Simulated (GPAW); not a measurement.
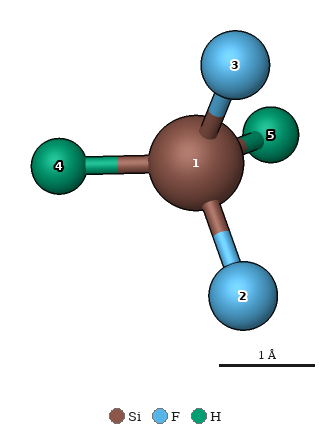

**Figure 1.** The structure as given in the input (ball-and-stick view, seen at a tilt; atoms are numbered from 1 in the order of the input). Bond lengths as drawn: F–Si 1.59 Å and H–Si 1.44 Å.

## Property calculation of SiH$_{2}$F$_{2}$

SiH$_{2}$F$_{2}$, SMILES [H][Si]([H])(F)F, computed with PBEsol/plane waves, dispersion D4, scalar-relativistic datasets + spin-orbit (GPAW 26.7.0).

The geometry comes from this level: GFN2-xTB.

## The input (calc.py)
```python
import numpy as np
from ase import Atoms
from ase.calculators.mixing import SumCalculator
from ase.units import Bohr, Debye
from dftd4.ase import DFTD4
from gpaw import GPAW, PW, setup_paths
from gpaw.atom.configurations import parameters
from gpaw.atom.generator import Generator
from gpaw.spinorbit import soc_eigenstates

positions_bohr = np.array(
              [[ -0.172645,   0.001058,  -0.121490],
               [  0.017461,  -0.035602,   2.884667],
               [  2.713685,   0.020088,  -0.982166],
               [ -1.285278,   2.376898,  -0.860846],
               [ -1.273184,  -2.362441,  -0.920145]])
atoms = Atoms('SiFFHH', positions=positions_bohr * Bohr)
atoms.center(vacuum=4.5)

for symbol in ['F', 'H', 'Si']:
    Generator(symbol, xcname='PBEsol', scalarrel=True, nofiles=True, txt=None).run(**parameters[symbol])
setup_paths.insert(0, '.')

dft = GPAW(mode=PW(340), xc='PBEsol', maxiter=150, symmetry='off', txt='F2H2Si.txt')
atoms.calc = SumCalculator([DFTD4(method='PBEsol'), dft])

energy = atoms.get_potential_energy()
print(f'Energy                  {energy:.5f} eV')
forces = atoms.get_forces()
print('Forces (eV/Ang)')
for symbol, f in zip(atoms.symbols, forces):
    print(f'{symbol:2} {f[0]:9.4f} {f[1]:9.4f} {f[2]:9.4f}')
dipole = dft.get_dipole_moment(atoms) / Debye
print(f'Dipole                  {np.linalg.norm(dipole):.3f} D')
homo, lumo = dft.get_homo_lumo()
print(f'HOMO = {homo:.3f} eV')
print(f'LUMO                    {lumo:.3f} eV')
print(f'Gap = {lumo - homo:.3f} eV')

soc = soc_eigenstates(dft)
soc_levels = soc.eigenvalues()[0]
print('Levels with spin-orbit coupling (eV):')
print(soc_levels.round(3))
```

Launch command:
```bash
python calc.py
```

## Output
```
Energy                  -16.27785 eV
Forces (eV/Ang)
Si    0.6846   -0.0152    0.4799
F    -0.2678   -0.5752    0.6672
F     0.6790    0.2330   -0.3563
H    -0.5337    0.6977   -0.3651
H    -0.5239   -0.6816   -0.3792
Dipole                  1.829 D
HOMO = -8.201 eV
LUMO                    -0.782 eV
Gap = 7.419 eV
Levels with spin-orbit coupling (eV):
[-30.454 -30.454 -29.935 -29.935 -14.084 -14.084 -11.745 -11.745 -11.335
 -11.335 -11.221 -11.221 -10.007 -10.007  -9.812  -9.812  -9.664  -9.664
  -8.201  -8.201  -0.782  -0.782  -0.517  -0.517  -0.162  -0.162   0.555
   0.555]
```

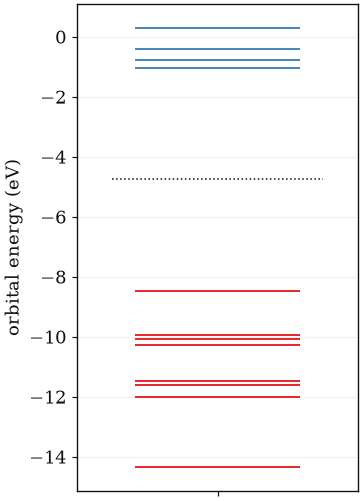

**Figure 2.** Orbital energies near the frontier; the dotted line parts filled from empty levels, and levels within 0.02 eV of each other stand side by side. Highest filled −8.47 eV, lowest empty −1.05 eV, 7.42 eV apart.

## Key numbers

- outcome: converged
- energy relative to the program's reference atoms: −16.2778 eV
- dispersion energy: −0.000627 hartree
- largest force: 0.951 eV/Å
- HOMO: −8.47 eV
- LUMO: −1.05 eV
- dipole moment: 1.83 D
- hardware: 1 thread of Intel Xeon @ 2.50GHz (Skylake/Cascade Lake), 189 GiB of memory available, shared host
- wall time: 19 s
- peak memory: 0.32 GiB

## Remarks

Further notes kept with the run: datasets made with stock radii, not tested.
